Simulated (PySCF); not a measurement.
**C7H8O2: a tour of settings**

Which settings matter for C7H8O2 (`C#CC(=O)O[C@@H]1C[C@@H]1C`), and how do bad ones show?

The runs use PySCF 2.14.0, with density-fitted response routines of our own; the level of theory stands in each step. All values are computed, except where a source is named. Atoms are numbered from 0 throughout.

## 1. Starting geometry

17 atoms, charge 0, multiplicity 1; geometry from: GFN2-xTB.

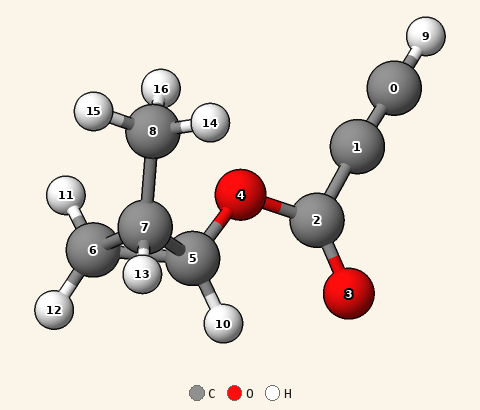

The starting geometry (carbon grey, oxygen red, hydrogen white), atoms numbered.

## 2. Spin-spin couplings: CAM-B3LYP/IGLO-II in acetone

Job settings and geometry (Å):

```
{"job": {"kind": "j", "xc": "CAM-B3LYP", "basis": "IGLO-II", "solvent": "acetone"}, "charge": 0, "multiplicity": 1}
C      4.008357     0.477462    -0.391246
C      2.920348    -0.005087    -0.539450
C      1.644741    -0.653872    -0.741528
O      1.519930    -1.783308    -1.140183
O      0.649958     0.176908    -0.425366
C     -0.669329    -0.301359    -0.551686
C     -1.719765     0.702004    -0.918521
C     -1.670119     0.144319     0.476355
C     -1.233695     1.026694     1.617649
H      4.955416     0.911961    -0.256714
H     -0.711979    -1.307067    -0.953799
H     -1.389667     1.720140    -1.053552
H     -2.508289     0.394720    -1.587360
H     -2.428684    -0.582327     0.741283
H     -0.891949     0.423190     2.456664
H     -2.064167     1.644703     1.954212
H     -0.418105     1.672411     1.303332
```

Method: CAM-B3LYP/IGLO-II indirect spin-spin coupling, non-relativistic, IEF-PCM acetone.

Run with:

```bash
$ OMP_NUM_THREADS=1 python probes_run.py task.json out
```

The driver reads the jobs from task.json and runs them one after another.

Standard output:

```text
coarse grid: 14736 points
cycle   1  E = -421.6428722841  dE =  1.870e+00  |g| = 9.881e-01  |ddm| = 3.358e+00
cycle   2  E = -421.4913806774  dE =  1.515e-01  |g| = 1.410e+00  |ddm| = 1.291e+00
cycle   3  E = -421.8175262314  dE = -3.261e-01  |g| = 1.774e-01  |ddm| = 8.002e-01
cycle   4  E = -421.8220359862  dE = -4.510e-03  |g| = 8.559e-02  |ddm| = 1.338e-01
cycle   5  E = -421.8231956736  dE = -1.160e-03  |g| = 1.656e-02  |ddm| = 4.677e-02
cycle   6  E = -421.8232490012  dE = -5.333e-05  |g| = 4.531e-03  |ddm| = 1.299e-02
cycle   7  E = -421.8232538055  dE = -4.804e-06  |g| = 1.171e-03  |ddm| = 4.007e-03
final grid: 143848 points
cycle   8  E = -421.8248085020  dE = -4.875e-05  |g| = 4.476e-03  |ddm| = 1.941e-02
cycle   9  E = -421.8248088302  dE = -3.282e-07  |g| = 4.406e-03  |ddm| = 5.376e-03
cycle  10  E = -421.8248126379  dE = -3.808e-06  |g| = 7.107e-04  |ddm| = 2.568e-03
cycle  11  E = -421.8248127092  dE = -7.132e-08  |g| = 3.132e-04  |ddm| = 4.938e-04
cycle  12  E = -421.8248127291  dE = -1.989e-08  |g| = 8.984e-05  |ddm| = 2.448e-04
cycle  13  E = -421.8248127308  dE = -1.670e-09  |g| = 3.263e-05  |ddm| = 6.899e-05
cycle  14  E = -421.8248127311  dE = -2.561e-10  |g| = 9.413e-06  |ddm| = 3.503e-05
converged SCF energy = -421.8248127311

Indirect spin-spin couplings (Hz)
  i      j    bonds     total        FC       PSO       DSO        SD
  0 C    9 H    1    257.155   259.175    -2.438     0.419         -
  1 C    9 H    2     50.967    45.977     6.159    -1.170         -
  1 C   10 H    4     -0.667    -0.664     0.275    -0.278         -
  1 C   11 H    5      0.454     0.441     0.070    -0.057         -
  1 C   12 H    5      0.263     0.267     0.212    -0.215         -
  1 C   13 H    5      0.231     0.235     0.216    -0.220         -
  2 C    9 H    3      4.943     4.911     0.400    -0.367         -
  2 C   10 H    3      4.498     4.939    -0.649     0.209         -
  2 C   13 H    4     -0.312    -0.242     0.182    -0.252         -
  2 C   14 H    5      0.153     0.140     0.041    -0.029         -
  3 O    9 H    4      0.472     0.605    -0.325     0.192         -
  3 O   10 H    4      0.400     0.078     0.588    -0.266         -
  4 O    9 H    4      0.828     0.847    -0.153     0.134         -
  4 O   10 H    2     -1.212    -0.678    -0.595     0.060         -
  4 O   11 H    3     -4.241    -4.131     0.026    -0.136         -
  4 O   12 H    3     -1.869    -1.902    -0.163     0.195         -
  4 O   13 H    3     -0.270    -0.317    -0.152     0.199         -
  4 O   16 H    4     -0.718    -0.643     0.237    -0.311         -
  5 C    9 H    5     -0.243    -0.206     0.203    -0.240         -
  5 C   10 H    1    182.635   182.111    -0.846     1.370         -
  5 C   11 H    2     -4.180    -4.209     0.163    -0.134         -
  5 C   12 H    2     -0.227    -0.328     0.256    -0.155         -
  5 C   13 H    2      0.981     0.927     0.138    -0.084         -
  5 C   14 H    3      1.241     1.268     0.062    -0.089         -
  5 C   15 H    3      8.257     8.340     0.295    -0.378         -
  5 C   16 H    3      2.472     2.462    -0.116     0.125         -
  6 C   10 H    2     -0.634    -0.652     0.255    -0.237         -
  6 C   11 H    1    152.475   151.119     0.392     0.964         -
  6 C   12 H    1    155.995   154.677     0.427     0.891         -
  6 C   13 H    2     -2.082    -2.161     0.340    -0.261         -
  6 C   14 H    3      9.726     9.810     0.361    -0.445         -
  6 C   15 H    3      1.696     1.741     0.070    -0.114         -
  6 C   16 H    3      2.407     2.373    -0.035     0.069         -
  7 C   10 H    2      0.048     0.059     0.161    -0.172         -
  7 C   11 H    2     -2.120    -2.226     0.311    -0.206         -
  7 C   12 H    2     -2.257    -2.371     0.379    -0.266         -
  7 C   13 H    1    155.890   154.563     0.238     1.089         -
  7 C   14 H    2     -4.446    -4.418     0.024    -0.052         -
  7 C   15 H    2     -4.043    -4.024     0.043    -0.062         -
  7 C   16 H    2     -6.590    -6.669     0.115    -0.036         -
  8 C   10 H    3      0.793     0.843     0.338    -0.388         -
  8 C   11 H    3      7.264     7.237    -0.043     0.070         -
  8 C   12 H    3      3.886     3.937     0.366    -0.417         -
  8 C   13 H    2     -0.048    -0.010     0.186    -0.224         -
  8 C   14 H    1    120.327   118.680     0.946     0.701         -
  8 C   15 H    1    122.229   120.601     0.943     0.685         -
  8 C   16 H    1    120.799   119.207     0.811     0.781         -
 10 H   11 H    3      3.106     3.241     2.364    -2.499         -
 10 H   12 H    3      6.658     6.695     0.038    -0.074         -
 10 H   13 H    3      6.698     6.718    -0.168     0.147         -
 10 H   16 H    4     -0.480    -0.348     1.523    -1.656         -
 11 H   12 H    2     -8.290    -8.289     2.801    -2.803         -
 11 H   13 H    3      6.599     6.726     2.559    -2.687         -
 11 H   14 H    4     -0.594    -0.484     1.431    -1.540         -
 11 H   15 H    4     -0.432    -0.359    -0.069    -0.004         -
 11 H   16 H    4     -0.165    -0.285    -1.446     1.566         -
 12 H   13 H    3      8.901     8.968     0.167    -0.234         -
 12 H   14 H    4      0.786     0.900     1.684    -1.798         -
 12 H   15 H    4     -0.329    -0.209     0.909    -1.029         -
 12 H   16 H    4     -0.366    -0.262     1.517    -1.621         -
 13 H   14 H    3      3.549     3.671     0.265    -0.387         -
 13 H   15 H    3      2.363     2.509     0.506    -0.651         -
 13 H   16 H    3     11.709    11.864     2.595    -2.749         -
 14 H   15 H    2    -13.158   -13.114     2.514    -2.558         -
 14 H   16 H    2    -13.128   -13.095     2.255    -2.288         -
 15 H   16 H    2    -12.881   -12.841     2.368    -2.407         -
```

Run time: 56 s. Hardware: 1 thread of Arm Neoverse V1, shared host; peak memory 1.3 GiB.

A choice of the couplings up to four bonds, sorted by the number of bonds, with means over like pairs; isotopes 13C, 1H, 17O:

```
   pair  bonds  J (Hz)  Fermi contact (Hz)  dihedral (°)
  C0–H9      1   257.2               259.2             –
 C5–H10      1   182.6               182.1             –
 C6–H12      1   156.0               154.7             –
 C7–H13      1   155.9               154.6             –
 C6–H11      1   152.5               151.1             –
 C8–H14      1   121.1               119.5             –
  C1–H9      2    51.0                46.0             –
H14–H15      2   -13.1               -13.0             –
H11–H12      2    -8.3                -8.3             –
 C7–H14      2    -5.0                -5.0             –
 C5–H11      2    -4.2                -4.2             –
 C7–H12      2    -2.3                -2.4             –
 C7–H11      2    -2.1                -2.2             –
 C6–H13      2    -2.1                -2.2             –
 O4–H10      2    -1.2                -0.7             –
H12–H13      3     8.9                 9.0             2
 C8–H11      3     7.3                 7.2             3
H10–H13      3     6.7                 6.7            -2
H10–H12      3     6.7                 6.7             0
H11–H13      3     6.6                 6.7           148
H13–H14      3     5.9                 6.0             –
  C2–H9      3     4.9                 4.9             –
 C6–H14      3     4.6                 4.6             –
 C2–H10      3     4.5                 4.9            -3
```

The spin-dipole term was not solved, so all couplings lack that part.

The response was solved for the nuclei of H alone, so couplings that need other nuclei can be missing.

Quadrupole couplings from the field gradients of the same density:

```
atom  isotope  eQq/h (MHz)     η
  O4      17O        -10.1  0.33
  O3      17O        9.662  0.04
```

## 3. NMR shieldings: PBE0/pcX-1

Same as in step 2 but for these lines:

```diff
@@ -1,2 +1,2 @@
-{"job": {"kind": "j", "xc": "CAM-B3LYP", "basis": "IGLO-II", "solvent": "acetone"}, "charge": 0, "multiplicity": 1}
+{"job": {"kind": "nmr", "xc": "PBE0", "basis": "pcX-1", "pop": true, "scf": {"max_cycle": 3}, "grid": 0}, "charge": 0, "multiplicity": 1}
 C      4.008357     0.477462    -0.391246
```

With the program's defaults for keys left out, this is: PBE0/pcX-1.

Standard output:

```text
KeyError: 'Element h (Z=1) not found in basis pcX-1 version 1'
```

It took 0.02 s on 1 thread of Arm Neoverse V1, shared host.

Diagnosis: The basis pcX-1 has no functions for an element of the molecule, so the input was refused before any integral. The remedy is to choose a basis that covers all elements.

## 4. TDDFT and polarisability: PBE0/def2-SVPD

Same as in step 3 but for these lines:

```diff
@@ -1,2 +1,2 @@
-{"job": {"kind": "nmr", "xc": "PBE0", "basis": "pcX-1", "pop": true, "scf": {"max_cycle": 3}, "grid": 0}, "charge": 0, "multiplicity": 1}
+{"job": {"kind": "uv", "xc": "PBE0", "basis": "def2-SVPD", "nstates": 6, "ntriplets": 5, "tda": false, "scf": {"guess": "huckel", "damp": 0.3}}, "charge": 0, "multiplicity": 1}
 C      4.008357     0.477462    -0.391246
```

With the program's defaults for keys left out, this is: TDDFT PBE0/def2-SVPD, vertical, gas phase, core orbitals frozen in the response.

Standard output, shortened:

```text
damping 0.30 in the first 6 cycles
final grid: 143848 points
cycle   1  E = -414.5082099355  dE =  2.246e+00  |g| = 5.314e+00  |ddm| = 1.830e+01
cycle   2  E = -415.2540335959  dE = -7.458e-01  |g| = 4.446e+00  |ddm| = 8.520e+01
cycle   3  E = -407.2007839075  dE =  8.053e+00  |g| = 5.324e+00  |ddm| = 8.587e+01
cycle   4  E = -338.3612448031  dE =  6.884e+01  |g| = 1.367e+01  |ddm| = 6.084e+02
cycle   5  E = -268.0744087818  dE =  7.029e+01  |g| = 1.611e+01  |ddm| = 6.125e+02
cycle   6  E = -46.4084493393  dE =  2.217e+02  |g| = 2.077e+01  |ddm| = 7.300e+02
cycle   7  E = 1.4310797071  dE =  4.784e+01  |g| = 2.027e+01  |ddm| = 9.259e+02
cycle   8  E = -343.7016139972  dE = -3.451e+02  |g| = 1.496e+01  |ddm| = 5.990e+02
cycle   9  E = -370.3300112765  dE = -2.663e+01  |g| = 8.228e+00  |ddm| = 1.883e+02
cycle  10  E = -343.7468785881  dE =  2.658e+01  |g| = 1.169e+01  |ddm| = 1.340e+02
[... 5 cycles left out ...]
cycle  16  E = -421.1101513270  dE = -3.080e-01  |g| = 3.116e-01  |ddm| = 1.866e+00
cycle  17  E = -421.1267258804  dE = -1.657e-02  |g| = 1.770e-01  |ddm| = 6.605e-01
cycle  18  E = -421.1337959237  dE = -7.070e-03  |g| = 6.722e-02  |ddm| = 3.062e-01
cycle  19  E = -421.1346642938  dE = -8.684e-04  |g| = 8.004e-03  |ddm| = 9.967e-02
cycle  20  E = -421.1346835383  dE = -1.924e-05  |g| = 2.163e-03  |ddm| = 2.524e-02
cycle  21  E = -421.1346846839  dE = -1.146e-06  |g| = 1.321e-03  |ddm| = 9.249e-03
cycle  22  E = -421.1346850479  dE = -3.640e-07  |g| = 3.215e-04  |ddm| = 2.319e-03
cycle  23  E = -421.1346850672  dE = -1.932e-08  |g| = 1.210e-04  |ddm| = 7.886e-04
cycle  24  E = -421.1346850703  dE = -3.064e-09  |g| = 3.458e-05  |ddm| = 2.641e-04
cycle  25  E = -421.1346850706  dE = -2.825e-10  |g| = 1.213e-05  |ddm| = 9.267e-05
converged SCF energy = -421.1346850706

Static polarisability (au): isotropic 88.014, principal 68.154 82.013 113.876

Singlet excitations
state   eV       nm        f      main configurations
  1   4.9650    249.7   0.00014   H-1->L 0.95
  2   5.6769    218.4   0.19414   H->L 0.95
  3   5.8360    212.4   0.00042   H-4->L 0.90
  4   6.2355    198.8   0.04151   H-3->L 0.59, H-1->L+1 0.17, H-2->L 0.16
  5   6.2775    197.5   0.00885   H-2->L 0.75, H-3->L 0.12
  6   7.0932    174.8   0.00004   H-3->L+1 0.65, H->L+1 0.29

Triplet excitations (Tamm-Dancoff, eV): 4.5052 4.5846 4.8069 5.3692 5.7105
```

Wall time 73 s (1 thread of Arm Neoverse V1, shared host); peak memory 0.98 GiB.

Frontier orbitals and where they lie:

```
orbital     eV                      atoms
 HOMO−3  -8.86  C1 37 %, C0 36 %, O3 16 %
 HOMO−2  -8.57  C6 30 %, C7 23 %, C5 11 %
 HOMO−1  -8.35  O3 44 %, C0 21 %, C1 20 %
   HOMO  -7.92  C5 24 %, O4 22 %, C7 17 %
   LUMO  -1.38  C2 23 %, C0 23 %, O3 20 %
 LUMO+1   0.52  C0 36 %, C1 32 %, H9 11 %
 LUMO+2   0.74    C8 13 %, C6 9 %, C0 9 %
```

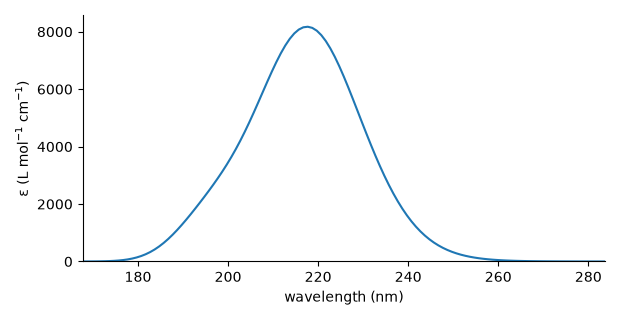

Absorption spectrum: each of the 6 states is a Gaussian band of 0.4 eV half-width at 1/e. Beyond the last state computed it falls off for lack of states.

Further results of this job:

```
           property  computed
  dipole moment (D)      2.39
polarisability (Å³)     13.04
 HOMO–LUMO gap (eV)      6.53
      −ε(HOMO) (eV)      7.92
```

## 5. TDDFT and polarisability: BP86/def2-SVPD

Same as in step 4 but for these lines:

```diff
@@ -1,2 +1,2 @@
-{"job": {"kind": "uv", "xc": "PBE0", "basis": "def2-SVPD", "nstates": 6, "ntriplets": 5, "tda": false, "scf": {"guess": "huckel", "damp": 0.3}}, "charge": 0, "multiplicity": 1}
+{"job": {"kind": "uv", "xc": "BP86", "basis": "def2-SVPD", "nstates": 1, "ntriplets": 2, "tda": true, "scf": {"conv": 1e-07}}, "charge": 0, "multiplicity": 1}
 C      4.008357     0.477462    -0.391246
```

Level: TDA BP86/def2-SVPD, vertical, gas phase, core orbitals frozen in the response.

Standard output:

```text
final grid: 143848 points
cycle   1  E = -421.3956472108  dE =  1.342e+00  |g| = 1.022e+00  |ddm| = 1.385e+01
cycle   2  E = -420.3913600438  dE =  1.004e+00  |g| = 2.377e+00  |ddm| = 5.006e+00
cycle   3  E = -421.5025834843  dE = -1.111e+00  |g| = 7.153e-01  |ddm| = 3.249e+00
cycle   4  E = -421.6097744881  dE = -1.072e-01  |g| = 1.752e-01  |ddm| = 9.912e-01
cycle   5  E = -421.6136158803  dE = -3.841e-03  |g| = 1.004e-01  |ddm| = 4.042e-01
cycle   6  E = -421.6156895131  dE = -2.074e-03  |g| = 3.264e-02  |ddm| = 1.818e-01
cycle   7  E = -421.6158887097  dE = -1.992e-04  |g| = 1.742e-02  |ddm| = 5.785e-02
cycle   8  E = -421.6159607137  dE = -7.200e-05  |g| = 4.693e-03  |ddm| = 2.583e-02
cycle   9  E = -421.6159665115  dE = -5.798e-06  |g| = 9.080e-04  |ddm| = 9.243e-03
cycle  10  E = -421.6159666920  dE = -1.805e-07  |g| = 3.390e-04  |ddm| = 2.492e-03
cycle  11  E = -421.6159667332  dE = -4.119e-08  |g| = 1.831e-04  |ddm| = 8.437e-04
converged SCF energy = -421.6159667332

Static polarisability (au): isotropic 93.033, principal 70.600 85.454 123.046

Singlet excitations
state   eV       nm        f      main configurations
  1   4.5917    270.0   0.00273   H-1->L 0.90, H->L 0.10

Triplet excitations (Tamm-Dancoff, eV): 4.1077 4.1894
```

Wall time 45 s (1 thread of Arm Neoverse V1, shared host); peak memory 0.86 GiB.

This run: HOMO -6.71 eV, LUMO -2.40 eV; lowest singlet 4.59 eV.

## 6. Side by side: electronic excitations

Excitations and ground-state properties, with basis size and wall time:

```
           run  lowest singlet (eV)  brightest (eV)      f  gap (eV)  α (Å³)  μ (D)  functions  time
PBE0/def2-SVPD                 4.96            5.68  0.194      6.53   13.04   2.39        250  73 s
BP86/def2-SVPD                 4.59            4.59  0.003      4.31   13.79   2.40        250  45 s
```

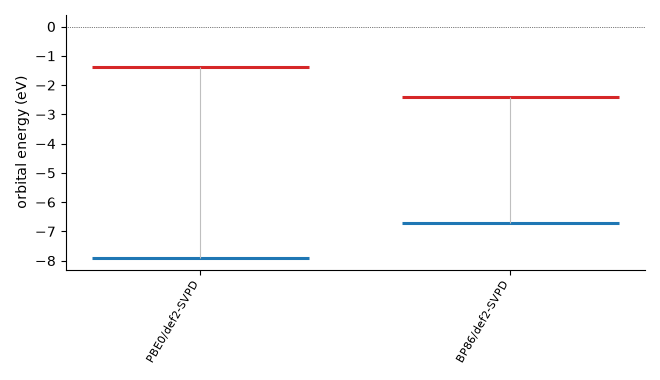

HOMO (blue) and LUMO (red) run by run.

## 7. What came out

| quantity | value |
| --- | --- |
| largest coupling of the table (CAM-B3LYP/IGLO-II) | 1J(C,H) C0–H9, 257.2 Hz |
| lowest singlet (PBE0/def2-SVPD) | 4.96 eV (250 nm), f = 0.000 |
| brightest single state of those computed | state 2, 5.68 eV, f = 0.194 |
| lowest triplet | 4.51 eV |
| range of the lowest singlet | 4.59 to 4.96 eV |
| property runs in this session | 4, of which 1 failed and 0 gave unsound results |

Single values in the summary come from the first run of each kind that ended normally (CAM-B3LYP/IGLO-II; PBE0/def2-SVPD), which need not be the best level. Of the pairs tabulated at CAM-B3LYP/IGLO-II, C0–H9 couples most strongly (257.2 Hz; Fermi contact 259.2 Hz). Couplings across rotatable bonds belong to this one conformer; where others are populated, the observed values are averages. The lowest singlet, at 4.96 eV, is HOMO−1→LUMO 0.95 and is dark; of the 6 states computed, the strongest absorption comes from state 2 at 5.68 eV. The lowest triplet lies 0.46 eV below the lowest singlet (triplets in Tamm-Dancoff, singlets in full TDDFT). The lowest singlet runs from 4.59 eV (BP86/def2-SVPD) to 4.96 eV (PBE0/def2-SVPD), while the orbital gap spans 4.31 to 6.53 eV: the excitation energy moves far less from run to run than the orbital gap does. The lowest state need not be the same one in every run. The runs solved for a few states only, so the brightest column depends on that window.
